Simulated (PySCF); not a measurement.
## Geometry relaxation, with input and output: CH5O2Si

- system: CH5O2Si, multiplicity 2, SMILES CO[SiH]O
- method: PBE0-D3(BJ)/def2-SVP geometry optimisation, gas phase (PySCF 2.14.0)

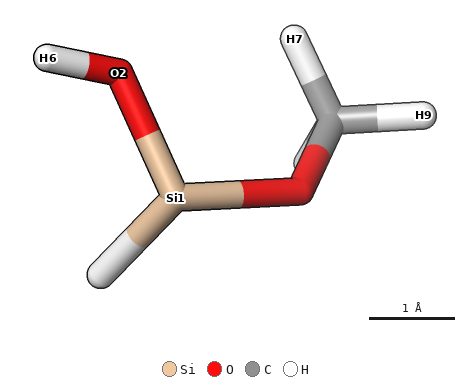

Fig. 1: The starting structure (stick view, seen at a tilt; atoms are numbered from 1 in the order of the input). Bond lengths as drawn: C–H 1.06 to 1.10 Å, C–O 1.44 Å, H–O 0.95 Å, H–Si 1.48 Å and O–Si 1.62 Å.

**Summary**

- outcome: converged
- total energy: −480.501925 hartree
- ⟨S²⟩: 0.752
- dipole moment: 2.22 D
- point group: C1
- hardware: 1 CPU thread, shared host
- wall time: 3.7 min
- peak memory: 0.46 GiB

**The input**
```
{"job": {"xc": "PBE0", "basis": "def2-SVP", "d3": "d3bj", "grid": 2, "kind": "geom", "shake": 0.01}, "charge": 0, "multiplicity": 2}
Si    -0.783652    -0.641619     0.986872
O      0.663495    -0.387280     1.672313
O     -0.616768    -0.600815    -0.627243
C      0.280892     0.235482    -1.376186
H     -1.698651     0.434135     1.439683
H      0.784167    -0.410008     2.615439
H      1.225106     0.349867    -0.883052
H     -0.195709     1.222467    -1.506067
H      0.385367    -0.225377    -2.330309
```

The first line tells a small driver script what to run in PySCF; the rest is the geometry in Å.

Run as:
```bash
OMP_NUM_THREADS=1 python <driver script> task.json out
```

**What the program printed**
```
step   0  E = -480.49428794  max force = 0.039291
step   1  E = -480.49893547  max force = 0.009096
step   2  E = -480.49914018  max force = 0.002113
step   3  E = -480.49917686  max force = 0.000657
step   4  E = -480.49918800  max force = 0.000638
step   5  E = -480.49920699  max force = 0.001172
step   6  E = -480.49925824  max force = 0.002628
step   7  E = -480.49950789  max force = 0.007604
step   8  E = -480.49955080  max force = 0.010874
step   9  E = -480.50027588  max force = 0.007518
step  10  E = -480.50093603  max force = 0.005801
step  11  E = -480.50114960  max force = 0.003108
step  12  E = -480.50129381  max force = 0.002210
step  13  E = -480.50134098  max force = 0.001331
step  14  E = -480.50138507  max force = 0.001037
step  15  E = -480.50144486  max force = 0.002068
step  16  E = -480.50153609  max force = 0.003032
step  17  E = -480.50168583  max force = 0.003739
step  18  E = -480.50178204  max force = 0.003726
step  19  E = -480.50187561  max force = 0.002056
step  20  E = -480.50191160  max force = 0.000997
step  21  E = -480.50192095  max force = 0.000715
step  22  E = -480.50192465  max force = 0.000289
optimisation converged
```

**Trajectory as extended XYZ (Å, eV, eV/Å), 23 frames, from step=0 to step=22**
```
9
Properties=species:S:1:pos:R:3:forces:R:3 step=0 energy=-13074.91555
Si   -0.7836   -0.6416    0.9869   -1.3172  -0.6185   0.3116
O     0.6635   -0.3873    1.6723    1.4703   0.2106  -0.0125
O    -0.6168   -0.6008   -0.6272    0.7917   0.4213  -1.0750
C     0.2809    0.2355   -1.3762   -2.0204  -0.0630   0.9731
H    -1.6986    0.4341    1.4397   -0.4184   0.3719   0.1371
H     0.7842   -0.4100    2.6154    0.0059  -0.0227   0.4608
H     1.2251    0.3499   -0.8831    0.9519   0.0599   0.4409
H    -0.1957    1.2225   -1.5061    0.1746   0.0597  -0.0652
H     0.3854   -0.2254   -2.3303    0.3616  -0.4191  -1.1710
9
Properties=species:S:1:pos:R:3:forces:R:3 step=1 energy=-13075.04202
Si   -0.8282   -0.6837    1.0174    0.0778   0.0623  -0.1920
O     0.6949   -0.4049    1.6425   -0.0084  -0.0168   0.0444
O    -0.6372   -0.6258   -0.6279   -0.3845  -0.2851   0.4615
C     0.2521    0.1734   -1.3357    0.4677   0.2359  -0.3200
H    -1.7765    0.4086    1.4675   -0.0121  -0.0293   0.0108
H     0.8049   -0.4316    2.5974   -0.0174  -0.0049  -0.0169
H     1.2318    0.2614   -0.8299   -0.0895  -0.0021  -0.0237
H    -0.1492    1.1919   -1.4859   -0.0174   0.0215   0.0103
H     0.4224   -0.2695   -2.3310   -0.0162   0.0184   0.0257
9
Properties=species:S:1:pos:R:3:forces:R:3 step=2 energy=-13075.04759
Si   -0.8228   -0.6772    1.0207    0.0141  -0.0405  -0.0833
O     0.6949   -0.4029    1.6598    0.0015   0.0209  -0.0126
O    -0.6380   -0.6218   -0.6219   -0.0301   0.0152   0.1077
C     0.2583    0.1764   -1.3488    0.1086   0.0757  -0.0861
H    -1.7866    0.3963    1.4812    0.0128   0.0060  -0.0055
H     0.7948   -0.4404    2.6151   -0.0155  -0.0051   0.0013
H     1.2395    0.2619   -0.8510   -0.0376  -0.0227   0.0209
H    -0.1411    1.1968   -1.4966   -0.0183  -0.0283   0.0222
H     0.4160   -0.2693   -2.3440   -0.0355  -0.0212   0.0354
9
Properties=species:S:1:pos:R:3:forces:R:3 step=3 energy=-13075.04858
Si   -0.8216   -0.6822    1.0177   -0.0038  -0.0130  -0.0285
O     0.6934   -0.3958    1.6571    0.0220   0.0083  -0.0025
O    -0.6394   -0.6172   -0.6220    0.0045   0.0338   0.0099
C     0.2624    0.1788   -1.3493   -0.0002  -0.0090  -0.0074
H    -1.7878    0.3871    1.4811   -0.0086   0.0015   0.0043
H     0.7899   -0.4355    2.6127   -0.0063  -0.0042   0.0059
H     1.2429    0.2503   -0.8506   -0.0007  -0.0034   0.0072
H    -0.1327    1.2016   -1.4872   -0.0010  -0.0123   0.0053
H     0.4079   -0.2673   -2.3450   -0.0058  -0.0016   0.0058
9
Properties=species:S:1:pos:R:3:forces:R:3 step=4 energy=-13075.04889
Si   -0.8209   -0.6837    1.0153   -0.0106  -0.0165   0.0139
O     0.6925   -0.3885    1.6554    0.0156   0.0075  -0.0024
O    -0.6416   -0.6105   -0.6231    0.0017   0.0314  -0.0136
C     0.2657    0.1800   -1.3499   -0.0220  -0.0328   0.0171
H    -1.7953    0.3755    1.4860   -0.0043  -0.0012  -0.0016
H     0.7875   -0.4334    2.6110   -0.0029  -0.0036   0.0016
H     1.2473    0.2388   -0.8523    0.0093   0.0051  -0.0030
H    -0.1218    1.2061   -1.4807    0.0063   0.0056  -0.0050
H     0.4018   -0.2645   -2.3473    0.0070   0.0045  -0.0069
9
Properties=species:S:1:pos:R:3:forces:R:3 step=5 energy=-13075.04940
Si   -0.8212   -0.6896    1.0119   -0.0002  -0.0051   0.0603
O     0.6893   -0.3708    1.6503   -0.0015   0.0004   0.0034
O    -0.6487   -0.5942   -0.6245   -0.0011   0.0334  -0.0547
C     0.2722    0.1821   -1.3501   -0.0391  -0.0589   0.0434
H    -1.8137    0.3464    1.4979   -0.0034  -0.0081  -0.0078
H     0.7840   -0.4272    2.6054    0.0051  -0.0028  -0.0037
H     1.2577    0.2111   -0.8581    0.0139   0.0121  -0.0110
H    -0.0926    1.2176   -1.4657    0.0094   0.0224  -0.0114
H     0.3882   -0.2556   -2.3526    0.0170   0.0066  -0.0184
9
Properties=species:S:1:pos:R:3:forces:R:3 step=6 energy=-13075.05080
Si   -0.8203   -0.7031    1.0045    0.0365  -0.0012   0.1352
O     0.6788   -0.3214    1.6414   -0.0481  -0.0076   0.0060
O    -0.6680   -0.5450   -0.6270   -0.0269   0.0361  -0.1039
C     0.2878    0.1872   -1.3516   -0.0505  -0.0797   0.0697
H    -1.8642    0.2616    1.5300    0.0011  -0.0137  -0.0249
H     0.7777   -0.4134    2.5937    0.0214  -0.0014  -0.0137
H     1.2822    0.1351   -0.8804    0.0215   0.0215  -0.0206
H    -0.0089    1.2471   -1.4282    0.0155   0.0392  -0.0178
H     0.3500   -0.2283   -2.3679    0.0294   0.0069  -0.0298
9
Properties=species:S:1:pos:R:3:forces:R:3 step=7 energy=-13075.05759
Si   -0.7825   -0.7436    0.9746    0.2758   0.0259   0.3910
O     0.5971   -0.1034    1.6928   -0.2143  -0.1309   0.0022
O    -0.7032   -0.2928   -0.5996   -0.2630   0.1293  -0.2779
C     0.3454    0.2145   -1.3787   -0.1291  -0.1204   0.2122
H    -2.0278   -0.1489    1.6048    0.0321  -0.0161  -0.1530
H     0.7256   -0.3743    2.6080    0.0834   0.0321  -0.0266
H     1.3170   -0.2014   -1.0701    0.0865   0.0187  -0.0658
H     0.3932    1.3107   -1.2880    0.0517   0.0734  -0.0169
H     0.1503   -0.0410   -2.4294    0.0767  -0.0121  -0.0653
9
Properties=species:S:1:pos:R:3:forces:R:3 step=8 energy=-13075.05876
Si   -0.6811   -0.7537    0.9544    0.4395   0.1873   0.5592
O     0.4762    0.0411    1.8963   -0.3562  -0.4106  -0.0485
O    -0.6286   -0.0169   -0.5024   -0.4769   0.1369  -0.3834
C     0.3754    0.2624   -1.4311   -0.0907  -0.0568   0.3215
H    -2.0753   -0.5482    1.5135    0.1258   0.0165  -0.1778
H     0.6263   -0.4087    2.7360    0.1073   0.1050   0.0085
H     1.1867   -0.4813   -1.3923    0.0692  -0.0592  -0.1288
H     0.8107    1.2506   -1.2271    0.0905   0.1158  -0.0326
H    -0.0751    0.2745   -2.4327    0.0915  -0.0350  -0.1180
9
Properties=species:S:1:pos:R:3:forces:R:3 step=9 energy=-13075.07849
Si   -0.7198   -0.7522    0.9597    0.3389   0.0780   0.3866
O     0.5233   -0.0027    1.8142   -0.2657  -0.2120  -0.0329
O    -0.6846   -0.1111   -0.5493   -0.3547   0.1135  -0.2229
C     0.3604    0.2429   -1.4038    0.0504  -0.0616   0.1364
H    -2.0713   -0.4120    1.5444    0.0390  -0.0017  -0.1184
H     0.6811   -0.3867    2.6841    0.0756   0.0545  -0.0379
H     1.2484   -0.3965   -1.2630    0.0349  -0.0043  -0.0575
H     0.6636    1.2872   -1.2285    0.0428   0.0497  -0.0068
H     0.0140    0.1509   -2.4435    0.0389  -0.0161  -0.0466
9
Properties=species:S:1:pos:R:3:forces:R:3 step=10 energy=-13075.09645
Si   -0.6642   -0.7435    0.9518    0.1703   0.0280   0.1205
O     0.4646    0.0355    1.9177   -0.1453  -0.0927  -0.0410
O    -0.6783    0.0065   -0.5158   -0.1995   0.0185  -0.0270
C     0.3565    0.2649   -1.4104    0.2983   0.0064  -0.1287
H    -2.0697   -0.5645    1.4451   -0.0409  -0.0019   0.0545
H     0.6687   -0.4077    2.7485    0.0284   0.0273  -0.0552
H     1.1536   -0.5029   -1.3843   -0.0560   0.0203   0.0418
H     0.8271    1.2417   -1.2011   -0.0141  -0.0243   0.0029
H    -0.0432    0.2897   -2.4370   -0.0411   0.0185   0.0322
9
Properties=species:S:1:pos:R:3:forces:R:3 step=11 energy=-13075.10226
Si   -0.6923   -0.7400    0.9492    0.0055  -0.0572  -0.0378
O     0.4742    0.0393    1.8549   -0.0113   0.0645  -0.0033
O    -0.7231   -0.0358   -0.5470   -0.0345   0.0307   0.0165
C     0.3550    0.2495   -1.3898    0.1598  -0.0151  -0.0983
H    -2.0806   -0.5177    1.4763   -0.0332   0.0027   0.0311
H     0.7177   -0.3752    2.6880    0.0223  -0.0167  -0.0163
H     1.1745   -0.4887   -1.3053   -0.0354   0.0140   0.0372
H     0.7792    1.2465   -1.1751   -0.0331  -0.0388   0.0252
H     0.0107    0.2419   -2.4367   -0.0402   0.0157   0.0457
9
Properties=species:S:1:pos:R:3:forces:R:3 step=12 energy=-13075.10619
Si   -0.6868   -0.7332    0.9409   -0.0804  -0.0455  -0.1137
O     0.4445    0.0724    1.8617    0.0526   0.1065   0.0407
O    -0.7338    0.0024   -0.5432    0.0348  -0.0303   0.0238
C     0.3590    0.2486   -1.3864    0.0162   0.0121  -0.0153
H    -2.0850   -0.5758    1.4698    0.0025   0.0096   0.0050
H     0.7398   -0.3590    2.6683    0.0165  -0.0308   0.0048
H     1.1301   -0.5407   -1.3252   -0.0074  -0.0071   0.0090
H     0.8417    1.2109   -1.1427   -0.0178  -0.0208   0.0160
H     0.0055    0.2943   -2.4287   -0.0169   0.0064   0.0296
9
Properties=species:S:1:pos:R:3:forces:R:3 step=13 energy=-13075.10747
Si   -0.6942   -0.7321    0.9380   -0.0533  -0.0119  -0.0527
O     0.4388    0.0889    1.8457    0.0413   0.0685   0.0398
O    -0.7437   -0.0042   -0.5493    0.0226  -0.0475   0.0108
C     0.3600    0.2416   -1.3799   -0.0359   0.0289   0.0202
H    -2.0890   -0.5754    1.4777    0.0082   0.0074  -0.0156
H     0.7610   -0.3438    2.6414    0.0088  -0.0246  -0.0026
H     1.1230   -0.5547   -1.3171    0.0040  -0.0135  -0.0098
H     0.8459    1.1971   -1.1190    0.0033  -0.0073   0.0056
H     0.0134    0.3023   -2.4230    0.0010   0.0001   0.0042
9
Properties=species:S:1:pos:R:3:forces:R:3 step=14 energy=-13075.10867
Si   -0.6967   -0.7296    0.9377   -0.0015   0.0281   0.0275
O     0.4294    0.1103    1.8420   -0.0007   0.0099   0.0195
O    -0.7500   -0.0077   -0.5512    0.0125  -0.0533  -0.0176
C     0.3597    0.2361   -1.3749   -0.0506   0.0306   0.0318
H    -2.0925   -0.5826    1.4762    0.0062   0.0052  -0.0160
H     0.7827   -0.3320    2.6193    0.0022  -0.0142  -0.0095
H     1.1071   -0.5760   -1.3273    0.0054  -0.0122  -0.0194
H     0.8618    1.1761   -1.0919    0.0159   0.0046  -0.0011
H     0.0135    0.3251   -2.4155    0.0107   0.0013  -0.0152
9
Properties=species:S:1:pos:R:3:forces:R:3 step=15 energy=-13075.11030
Si   -0.7002   -0.7253    0.9425    0.0546   0.0670   0.1064
O     0.4167    0.1415    1.8394   -0.0524  -0.0602  -0.0096
O    -0.7577   -0.0246   -0.5551    0.0083  -0.0480  -0.0500
C     0.3582    0.2265   -1.3682   -0.0513   0.0225   0.0320
H    -2.0984   -0.5839    1.4738    0.0026   0.0023  -0.0091
H     0.8156   -0.3146    2.5863   -0.0029   0.0030  -0.0133
H     1.0870   -0.6038   -1.3502    0.0015  -0.0065  -0.0226
H     0.8801    1.1438   -1.0498    0.0253   0.0137  -0.0069
H     0.0138    0.3603   -2.4041    0.0144   0.0062  -0.0268
9
Properties=species:S:1:pos:R:3:forces:R:3 step=16 energy=-13075.11278
Si   -0.6999   -0.7179    0.9551    0.0949   0.1076   0.1559
O     0.3891    0.1890    1.8531   -0.1008  -0.1343  -0.0426
O    -0.7621   -0.0476   -0.5558    0.0155  -0.0406  -0.0759
C     0.3561    0.2132   -1.3622   -0.0409   0.0028   0.0156
H    -2.1062   -0.5949    1.4647    0.0017   0.0003   0.0088
H     0.8628   -0.2866    2.5424   -0.0057   0.0266  -0.0089
H     1.0420   -0.6519   -1.4185   -0.0070   0.0022  -0.0167
H     0.9271    1.0771   -0.9844    0.0267   0.0191  -0.0066
H     0.0063    0.4393   -2.3798    0.0157   0.0162  -0.0294
9
Properties=species:S:1:pos:R:3:forces:R:3 step=17 energy=-13075.11686
Si   -0.7057   -0.7059    0.9811    0.0997   0.1289   0.1496
O     0.3387    0.2578    1.8773   -0.1233  -0.1922  -0.0637
O    -0.7678   -0.0972   -0.5573    0.0402  -0.0272  -0.0827
C     0.3542    0.1862   -1.3500   -0.0269  -0.0325  -0.0219
H    -2.1222   -0.5966    1.4567    0.0016   0.0041   0.0354
H     0.9466   -0.2232    2.4472   -0.0062   0.0517   0.0048
H     0.9478   -0.7219   -1.5653   -0.0176   0.0152   0.0010
H     1.0169    0.9231   -0.8667    0.0157   0.0208  -0.0009
H     0.0066    0.5974   -2.3086    0.0169   0.0315  -0.0214
9
Properties=species:S:1:pos:R:3:forces:R:3 step=18 energy=-13075.11947
Si   -0.7248   -0.6921    1.0155    0.0667   0.1108   0.0691
O     0.2814    0.3002    1.9236   -0.1126  -0.1916  -0.0796
O    -0.7711   -0.1462   -0.5512    0.0592  -0.0218  -0.0524
C     0.3534    0.1517   -1.3333   -0.0378  -0.0843  -0.0548
H    -2.1464   -0.5629    1.4594    0.0021   0.0148   0.0670
H     1.0539   -0.1428    2.2873    0.0032   0.0568   0.0314
H     0.7607   -0.7558   -1.8175   -0.0161   0.0271   0.0340
H     1.1573    0.6201   -0.7401    0.0036   0.0392  -0.0074
H     0.0508    0.8476   -2.1293    0.0318   0.0490  -0.0074
9
Properties=species:S:1:pos:R:3:forces:R:3 step=19 energy=-13075.12202
Si   -0.7225   -0.7018    1.0112    0.0217   0.0558   0.0225
O     0.2936    0.2927    1.8986   -0.0478  -0.1057  -0.0339
O    -0.7630   -0.1807   -0.5647    0.0229   0.0086  -0.0046
C     0.3544    0.1555   -1.3406    0.0120  -0.0205  -0.0131
H    -2.1398   -0.5492    1.4677    0.0001  -0.0022   0.0172
H     1.0199   -0.1549    2.3424    0.0003   0.0450   0.0062
H     0.8594   -0.7445   -1.7364   -0.0075   0.0046   0.0046
H     1.0913    0.7427   -0.7659    0.0047   0.0063  -0.0041
H     0.0218    0.7598   -2.1980   -0.0063   0.0080   0.0051
9
Properties=species:S:1:pos:R:3:forces:R:3 step=20 energy=-13075.12300
Si   -0.7161   -0.7027    1.0085   -0.0020   0.0238  -0.0071
O     0.2779    0.2806    1.9273   -0.0046  -0.0513  -0.0153
O    -0.7557   -0.1512   -0.5577    0.0031  -0.0035   0.0104
C     0.3564    0.1618   -1.3500    0.0034   0.0047  -0.0007
H    -2.1354   -0.5739    1.4659    0.0010   0.0007  -0.0034
H     1.0141   -0.1571    2.3640   -0.0014   0.0285  -0.0010
H     0.8185   -0.7467   -1.7765    0.0015   0.0006   0.0038
H     1.1268    0.7106   -0.7809    0.0045  -0.0002   0.0025
H     0.0285    0.7984   -2.1861   -0.0056  -0.0032   0.0107
9
Properties=species:S:1:pos:R:3:forces:R:3 step=21 energy=-13075.12325
Si   -0.7268   -0.7042    1.0104   -0.0235  -0.0199  -0.0367
O     0.2676    0.2793    1.9243    0.0114   0.0118   0.0135
O    -0.7597   -0.1681   -0.5624    0.0189  -0.0001   0.0308
C     0.3586    0.1550   -1.3419   -0.0078   0.0142  -0.0110
H    -2.1441   -0.5584    1.4671   -0.0016   0.0016  -0.0035
H     1.0345   -0.1370    2.3263    0.0041   0.0043  -0.0018
H     0.7975   -0.7439   -1.8106    0.0029  -0.0025   0.0045
H     1.1437    0.6604   -0.7521   -0.0076  -0.0059   0.0031
H     0.0437    0.8368   -2.1467    0.0030  -0.0035   0.0012
9
Properties=species:S:1:pos:R:3:forces:R:3 step=22 energy=-13075.12335
Si   -0.7274   -0.7062    1.0079   -0.0104  -0.0091  -0.0148
O     0.2666    0.2765    1.9240    0.0032   0.0043   0.0095
O    -0.7584   -0.1648   -0.5624    0.0094   0.0011   0.0085
C     0.3600    0.1576   -1.3419   -0.0045   0.0036  -0.0014
H    -2.1454   -0.5620    1.4633   -0.0009   0.0007  -0.0026
H     1.0303   -0.1405    2.3316    0.0023   0.0015  -0.0027
H     0.8053   -0.7431   -1.8011    0.0025   0.0002   0.0013
H     1.1403    0.6715   -0.7535   -0.0025  -0.0009   0.0018
H     0.0438    0.8307   -2.1535    0.0011  -0.0015   0.0004
```

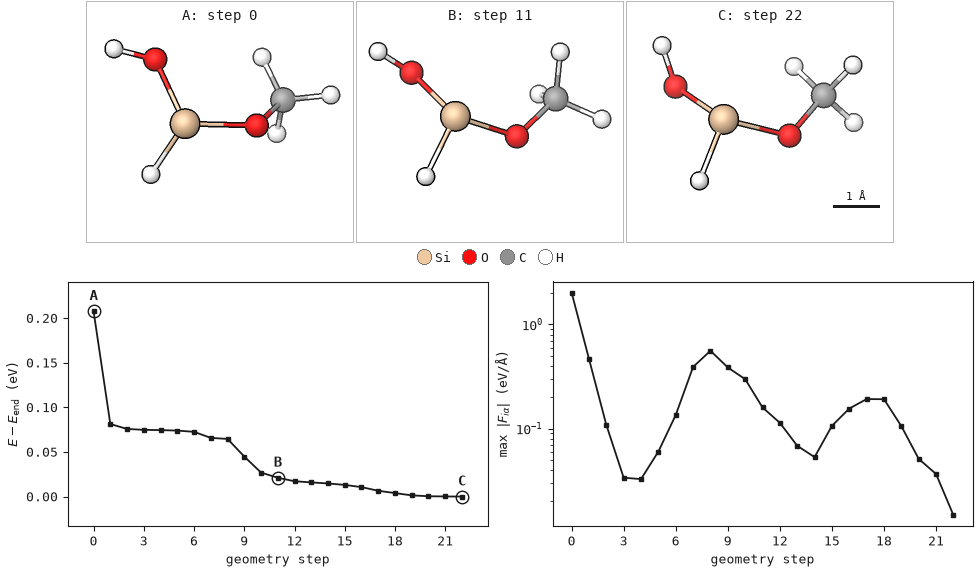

Fig. 2: Frames of the relaxation (ball-and-stick view, seen at a tilt) above the curves, on which the letters mark them (steps are counted from 0).

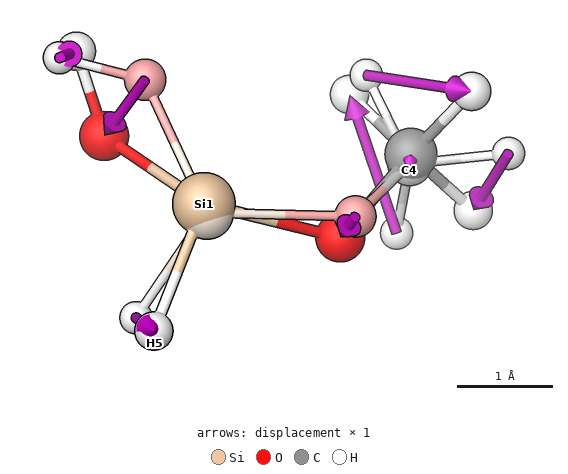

Fig. 3: Start (faint) and end (solid) with the displacements as pink arrows, at true length (ball-and-stick view, seen at a tilt). The two geometries are laid on each other by the best rigid fit. Over 22 geometry steps the energy falls by 0.208 eV. Largest force component: 2 eV/Å at the start, 0.015 eV/Å at the end. H8 moves most after the best rigid fit: 1.56 Å. By element the largest moves are H 1.56 Å, O 0.95 Å, C 0.12 Å, Si 0.10 Å. Distances before and after: Si1–O2 1.621 → 1.671 Å, Si1–O3 1.623 → 1.661 Å, O3–C4 1.437 → 1.401 Å, C4–H9 1.065 → 1.101 Å. Among the angles that change: O3–Si1–H5 110.4° → 103.8°, Si1–O2–H6 121.9° → 116.8°, H7–C4–H9 111.9° → 107.9°. (Atoms are counted from 1 in the order of the input.)
